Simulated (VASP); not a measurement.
Band structure of Ga4AsP3 (ordered alloy cell). All values below come from PBEsol GGA, VASP's PBE PAW potentials (set 64) (plane waves; VASP).

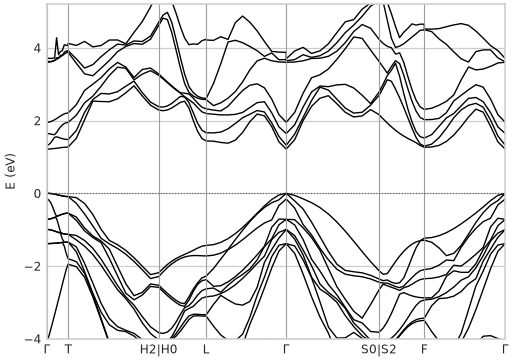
Bands along high-symmetry lines, zero at the valence-band maximum or, without a gap, the Fermi level

Read the plot: is there a gap, and where are the band edges?

The gap is direct, 1.21 eV, from the valence maximum at Γ to the conduction minimum at Γ. (Edges off the drawn lines would not show.)

The structure was generated: Ga4AsP3 was put into an ordered model structure (R3m), which need not be its known phase. It was relaxed first.
